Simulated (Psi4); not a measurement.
**UTPSSh/def2-SVP run of SiNH3ClO (SMILES [NH][SiH](O)Cl)**

Aim: the vertical ionisation energy of SiNH3ClO at UTPSSh/def2-SVP, from 2 runs. 

The results are computed with Psi4 1.11.

3 further runs of the same task are left out: 2 that didn't finish, 1 set aside as unsound or not needed.

### 1 Starting point

The species is SiNH3ClO (7 atoms), meant as a doublet with charge 0. As SMILES, `[NH][SiH](O)Cl`. Geometry: relaxed at PBE0-D4/def2-TZVP. This is one conformer, not always the lowest.

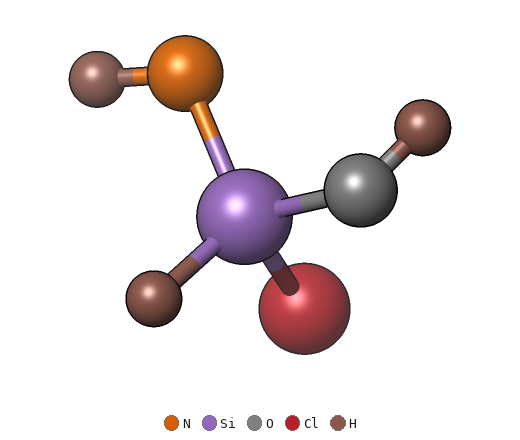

The structure, seen from a chosen angle (nitrogen orange, silicon purple, oxygen grey, chlorine red, hydrogen brown).

### 2 Energy and forces at UTPSSh/def2-SVP

clh3nosi.json

```json
{
  "schema_name": "qcschema_input",
  "schema_version": 1,
  "molecule": {
    "schema_name": "qcschema_molecule",
    "schema_version": 2,
    "symbols": ["N", "Si", "O", "Cl", "H", "H", "H"],
    "geometry": [-0.58562613, 2.10043059, -1.66125824, -0.13965076, -0.2159957, 0.62436551, 2.76958261, -1.19109438, 0.57598852, -2.62671931, -3.01203447, -0.41762947, -2.17601963, 3.16963763, -1.42919987, -0.65875853, 0.52950126, 3.25921065, 3.53303196, -1.50875734, -1.03783759],
    "molecular_charge": 0,
    "molecular_multiplicity": 2,
    "fix_symmetry": "c1",
    "fix_com": true,
    "fix_orientation": true
  },
  "driver": "gradient",
  "model": {
    "method": "tpssh",
    "basis": "def2-SVP"
  },
  "keywords": {
    "reference": "uks",
    "puream": true,
    "e_convergence": 1e-09,
    "d_convergence": 1e-08,
    "scf_type": "pk",
    "dft_radial_points": 99,
    "dft_spherical_points": 590,
    "maxiter": 100,
    "scf_properties": ["MULLIKEN_CHARGES", "MAYER_INDICES", "WIBERG_LOWDIN_INDICES"]
  }
}
```

Run with:

```console
psi4 --qcschema clh3nosi.json -n 1 --memory 2200MB
```

stdout:

```text
[...]
  Running in c1 symmetry.
[...]
  Nuclear repulsion =  216.933065398246640
[...]
  Multiplicity = 2
[...]
  Nalpha       = 25
  Nbeta        = 24
[...]
    Number of basis functions: 79
[...]
   @UKS iter   1:  -880.57483476000868    1.94293e-01   1.35470e-02 ADIIS/DIIS
[...]
   @UKS iter  17:  -881.21141132446417   -1.47793e-12   4.89563e-09 DIIS
[...]
   @S^2 Observed:                7.532237060E-01
[...]
    Orbital Energies [Eh]
    ---------------------
    Alpha Occupied:
       1A   -101.347966     2A    -66.042820     3A    -19.078043
       4A    -14.288531     5A     -9.375926     6A     -7.128730
       7A     -7.122677     8A     -7.122307     9A     -5.277525
      10A     -3.631088    11A     -3.628769    12A     -3.627199
      13A     -0.988259    14A     -0.829683    15A     -0.796815
      16A     -0.557289    17A     -0.475610    18A     -0.427374
      19A     -0.398326    20A     -0.359158    21A     -0.337733
      22A     -0.321678    23A     -0.311041    24A     -0.298960
      25A     -0.284300
    Alpha Virtual:
[...]
  @UKS Final Energy:  -881.21141132446417
   => Energetics <=
    Nuclear Repulsion Energy =            216.9330653982466401
    One-Electron Energy =               -1648.0374869600723287
    Two-Electron Energy =                 609.4127866282100285
    DFT Exchange-Correlation Energy =     -59.5197763908483637
    Empirical Dispersion Energy =           0.0000000000000000
    VV10 Nonlocal Energy =                  0.0000000000000000
    Total Energy =                       -881.2114113244641658
[...]
 Multipole Moments:
 ------------------------------------------------------------------------------------
     Multipole            Electronic (a.u.)      Nuclear  (a.u.)        Total (a.u.)
 ------------------------------------------------------------------------------------
 L = 1.  Multiply by 2.5417464519 to convert [e a0] to [Debye]
 Dipole X            :         27.8508772          -27.8538071           -0.0029300
 Dipole Y            :         47.2459687          -46.8638852            0.3820835
 Dipole Z            :          4.4965837           -4.5873102           -0.0907265
 Magnitude           :                                                    0.3927183
[...]
  Mulliken Charges: (a.u.)
   Center  Symbol    Alpha    Beta     Spin     Total
       1     N     4.14766  3.17178  0.97588 -0.31944
       2    SI     6.64061  6.65128 -0.01067  0.70811
       3     O     4.18616  4.17867  0.00749 -0.36484
       4    CL     8.66307  8.61381  0.04926 -0.27688
       5     H     0.41239  0.44381 -0.03142  0.14381
       6     H     0.55284  0.54273  0.01011 -0.09557
       7     H     0.39727  0.39792 -0.00065  0.20480
   Total alpha = 25.00000, Total beta = 24.00000, Total charge = -0.00000
  Mayer Bond Indices:
[...]
  -Total Gradient:
     Atom            X                  Y                   Z
    ------   -----------------  -----------------  -----------------
       1       -0.005207261715    -0.000840699421     0.006920734141
       2        0.008820821052    -0.006997037823    -0.008510671856
       3       -0.012620812402     0.003923354321    -0.007325447257
       4        0.006347785211     0.007041509936     0.002698229262
       5        0.006711100722    -0.005075894292    -0.000555791547
       6       -0.000085480210     0.000367271630    -0.000854494646
       7       -0.003951322194     0.001572502178     0.007628526571
[...]
```

The result, in JSON:

```text
{
 "driver": "gradient",
 "model": {
  "method": "tpssh",
  "basis": "def2-SVP"
 },
 "success": true,
 "return_result": [-0.005207261714869155, -0.0008406994212664526, 0.006920734140829166, 0.008820821051653494, -0.006997037823019827, -0.008510671855624277, -0.012620812402189735, 0.003923354321392288, -0.007325447257481688, 0.0063477852113536515, 0.007041509935719281, 0.0026982292623774426, 0.006711100722436442, -0.005075894291874078, -0.0005557915465634333, -8.548021014093826e-05, 0.0003672716302936391, -0.0008544946461904179, -0.003951322193735063, 0.0015725021775519835, 0.007628526571190508],
 "properties": {
  "calcinfo_nbasis": 79,
  "calcinfo_nmo": 79,
  "calcinfo_nalpha": 25,
  "calcinfo_nbeta": 24,
  "calcinfo_natom": 7,
  "nuclear_repulsion_energy": 216.93306539824664,
  "return_energy": -881.2114113244642,
  "return_gradient": [-0.005207261714869155, -0.0008406994212664526, 0.006920734140829166, 0.008820821051653494, -0.006997037823019827, -0.008510671855624277, -0.012620812402189735, 0.003923354321392288, -0.007325447257481688, 0.0063477852113536515, 0.007041509935719281, 0.0026982292623774426, 0.006711100722436442, -0.005075894291874078, -0.0005557915465634333, -8.548021014093826e-05, 0.0003672716302936391, -0.0008544946461904179, -0.003951322193735063, 0.0015725021775519835, 0.007628526571190508],
  "scf_one_electron_energy": -1648.0374869600723,
  "scf_two_electron_energy": 609.41278662821,
  "scf_xc_energy": -59.519776390848364,
  "scf_dipole_moment": [-0.0029299748267561654, 0.3820835198673507, -0.09072649160409263],
  "scf_total_energy": -881.2114113244642,
  "scf_total_gradient": [-0.005207261714869155, -0.0008406994212664526, 0.006920734140829166, 0.008820821051653494, -0.006997037823019827, -0.008510671855624277, -0.012620812402189735, 0.003923354321392288, -0.007325447257481688, 0.0063477852113536515, 0.007041509935719281, 0.0026982292623774426, 0.006711100722436442, -0.005075894291874078, -0.0005557915465634333, -8.548021014093826e-05, 0.0003672716302936391, -0.0008544946461904179, -0.003951322193735063, 0.0015725021775519835, 0.007628526571190508],
  "scf_iterations": 17
 }
}
```

Run time: 1.7 min. Hardware: 1 thread of AMD EPYC 7R43 (Zen 3), shared host; peak memory 1.2 GiB.

### 3 The singlet cation

calc.py

```python
import psi4

psi4.set_memory('2200 MB')
psi4.set_num_threads(1)
psi4.core.set_output_file('psi4.out', False)

mol = psi4.geometry("""
1 1
N
Si 1 1.738152
O 2 1.623875 1 109.98931
Cl 2 2.055572 3 111.96506 1 114.5343
H 1 1.021518 2 114.7605 3 -162.93405
H 2 1.474843 3 106.05017 1 -126.59771
H 3 0.959578 2 117.95891 6 -170.42345
symmetry c1
no_reorient
no_com
""")

psi4.set_options({
    'puream': True,
    'e_convergence': 1e-09,
    'd_convergence': 1e-08,
    'scf_type': 'pk',
    'dft_radial_points': 99,
    'dft_spherical_points': 590,
})

energy_value, wavefunction = psi4.gradient('tpssh/def2-SVP', return_wfn=True)
psi4.oeprop(wavefunction, 'LOWDIN_CHARGES', 'DIPOLE', 'WIBERG_LOWDIN_INDICES')
print('gradient / Eh bohr^-1')
print(energy_value.np.round(6))
print(f'energy = {wavefunction.energy():.10f} Eh')
for k, v in sorted(psi4.core.scalar_variables().items()):
    print(f'{k:45s} {v:18.10f}')
```

Run with:

```console
python calc.py
```

psi4.out:

```text
[...]
  Running in c1 symmetry.
[...]
  Nuclear repulsion =  216.933092568797576
[...]
  Multiplicity = 1
[...]
  Nalpha       = 24
  Nbeta        = 24
[...]
    Number of basis functions: 79
[...]
   @RKS iter   1:  -880.00814856460477    7.60980e-01   1.42745e-02 DIIS/ADIIS
[...]
   @RKS iter  16:  -880.80233270749159   -2.95586e-12   6.08852e-09 DIIS
[...]
    Orbital Energies [Eh]
    ---------------------
    Doubly Occupied:
       1A   -101.618456     2A    -66.282668     3A    -19.315013
       4A    -14.613531     5A     -9.644559     6A     -7.398144
       7A     -7.392604     8A     -7.388809     9A     -5.518974
      10A     -3.872275    11A     -3.870898    12A     -3.867854
      13A     -1.217473    14A     -1.098014    15A     -1.051556
      16A     -0.791266    17A     -0.734127    18A     -0.670523
      19A     -0.626607    20A     -0.589320    21A     -0.577939
      22A     -0.562006    23A     -0.545529    24A     -0.540926
[...]
  @RKS Final Energy:  -880.80233270749159
   => Energetics <=
    Nuclear Repulsion Energy =            216.9330925687975764
    One-Electron Energy =               -1635.5730677956066756
    Two-Electron Energy =                 596.9840278373681031
    DFT Exchange-Correlation Energy =     -59.1463853180505694
    Empirical Dispersion Energy =           0.0000000000000000
    VV10 Nonlocal Energy =                  0.0000000000000000
    Total Energy =                       -880.8023327074915869
[...]
  -Total Gradient:
     Atom            X                  Y                   Z
    ------   -----------------  -----------------  -----------------
       1        0.022758168413     0.002570196442     0.002754839255
       2       -0.019512904926    -0.001455997051    -0.039306857762
       3       -0.008710132894    -0.000413276173     0.002486045882
       4        0.005787861904    -0.001541369059     0.015111130447
       5       -0.010447008452    -0.012688507153     0.012299408498
       6       -0.000694705412    -0.003086740692     0.005122043390
       7        0.010815761212     0.016601589102     0.001543357808
[...]
 Multipole Moments:
 ------------------------------------------------------------------------------------
     Multipole            Electronic (a.u.)      Nuclear  (a.u.)        Total (a.u.)
 ------------------------------------------------------------------------------------
 L = 1.  Multiply by 2.5417464519 to convert [e a0] to [Debye]
 Dipole X            :         -3.0075256            3.5564486            0.5489230
 Dipole Y            :          1.8300555           -1.6725462            0.1575093
 Dipole Z            :          0.6453137           -1.7230685           -1.0777548
 Magnitude           :                                                    1.2197053
[...]
```

On the terminal:

```text
gradient / Eh bohr^-1
[[ 0.022758  0.00257   0.002755]
 [-0.019513 -0.001456 -0.039307]
 [-0.00871  -0.000413  0.002486]
 [ 0.005788 -0.001541  0.015111]
 [-0.010447 -0.012689  0.012299]
 [-0.000695 -0.003087  0.005122]
 [ 0.010816  0.016602  0.001543]]
energy = -880.8023327075 Eh
CURRENT ENERGY                                   -880.8023327075
CURRENT REFERENCE ENERGY                         -880.8023327075
DD SOLVATION ENERGY                                 0.0000000000
DFT FUNCTIONAL TOTAL ENERGY                      -880.8023327075
DFT TOTAL ENERGY                                 -880.8023327075
DFT VV10 ENERGY                                     0.0000000000
DFT XC ENERGY                                     -59.1463853181
GRID ELECTRONS ALPHA                               23.9999996106
GRID ELECTRONS BETA                                23.9999996106
GRID ELECTRONS TOTAL                               47.9999992211
NUCLEAR REPULSION ENERGY                          216.9330925688
ONE-ELECTRON ENERGY                             -1635.5730677956
PCM POLARIZATION ENERGY                             0.0000000000
PE ENERGY                                           0.0000000000
SCF ITERATION ENERGY                             -880.8023327075
SCF ITERATIONS                                     16.0000000000
SCF TOTAL ENERGY                                 -880.8023327075
TWO-ELECTRON ENERGY                               596.9840278374
XC GRID RADIAL POINTS                              99.0000000000
XC GRID SPHERICAL POINTS                          590.0000000000
XC GRID TOTAL POINTS                           387184.0000000000
```

It took 58 s on 1 thread of AMD EPYC 7R43 (Zen 3), shared host; peak memory 1.2 GiB.

### 4 Summary of results

At UTPSSh/def2-SVP:

| quantity | value |
| --- | --- |
| doublet SiNH3ClO: total energy | -881.21141 Eh |
| doublet SiNH3ClO: dipole moment | 1.00 D |
| doublet SiNH3ClO: HOMO energy (highest over α and β) | -7.29 eV |
| doublet SiNH3ClO: LUMO energy (lowest over α and β) | -4.10 eV |
| doublet SiNH3ClO: ⟨S²⟩ | 0.753 |
| doublet SiNH3ClO: largest force on an atom | 0.777 eV/Å |
| singlet cation: total energy | -880.80233 Eh |
| singlet cation: HOMO energy | -14.72 eV |
| singlet cation: LUMO energy | -13.65 eV |
| singlet cation: HOMO–LUMO gap | 1.06 eV |
| singlet cation: largest force on an atom | 2.258 eV/Å |
| vertical ionisation energy (to the singlet cation) | 11.132 eV |

In words: The vertical ionisation energy comes to 11.13 eV (257 kcal/mol). The largest force (doublet SiNH3ClO) is 0.78 eV/Å: the shape isn't a stationary point for this species at this level. Only the singlet of the ionised species was computed; a triplet could lie lower.
